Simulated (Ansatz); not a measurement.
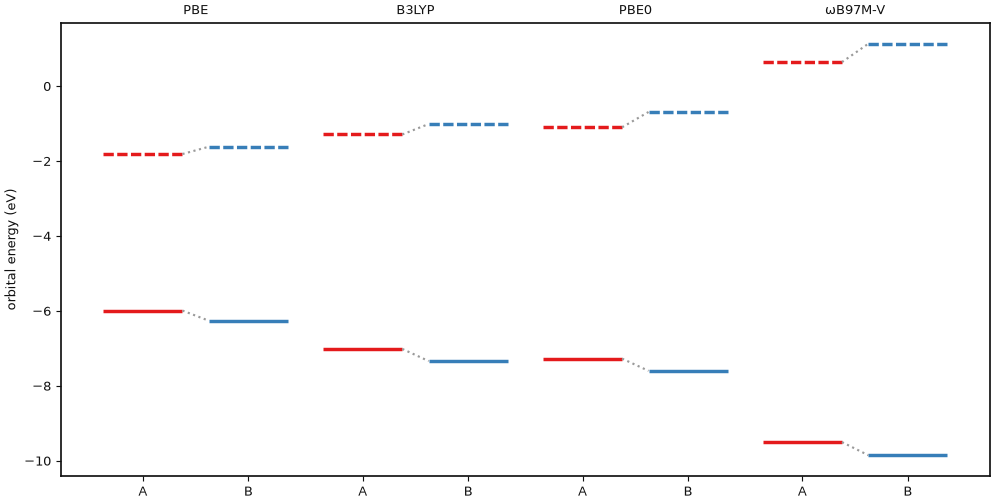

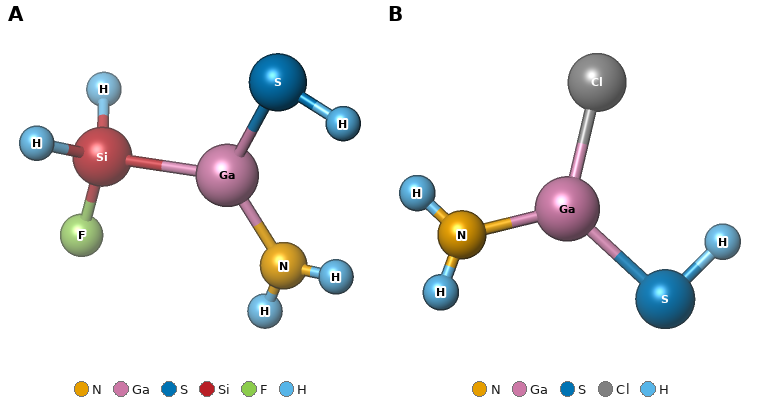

One change: A, GaSiNH₅SF (SMILES [NH2][Ga]([SH])[SiH2]F), becomes B, GaNH₃SCl (SMILES [NH2][Ga]([SH])[Cl]). SiH₂F (bound through Si) on Ga is replaced by Cl. HOMO (solid) and LUMO (dashed) computed in def2-TZVPP at PBE0-D4/def2-TZVP geometries, both minima by their frequencies, gas phase, the Ansatz code 0.2.0. Empty levels above zero depend strongly on the basis.

**What does the change do to HOMO and LUMO?**

PBE: the HOMO falls by 0.27 eV, the LUMO rises by 0.20 eV, and the separation goes from 4.18 to 4.65 eV. B3LYP: the HOMO falls by 0.32 eV, the LUMO rises by 0.28 eV, and the separation goes from 5.72 to 6.33 eV. PBE0: the HOMO falls by 0.33 eV, the LUMO rises by 0.41 eV, and the separation goes from 6.18 to 6.91 eV. ωB97M-V: the HOMO falls by 0.35 eV, the LUMO rises by 0.49 eV, and the separation goes from 10.14 to 10.98 eV.

**Do the functionals agree on the effect?**

They agree on the direction for both levels; the HOMO shift lies between −0.35 and −0.27 eV and the LUMO shift between 0.20 and 0.49 eV, while the separations themselves differ by up to 6.3 eV between functionals.

Caveats: one conformer of each flexible molecule.
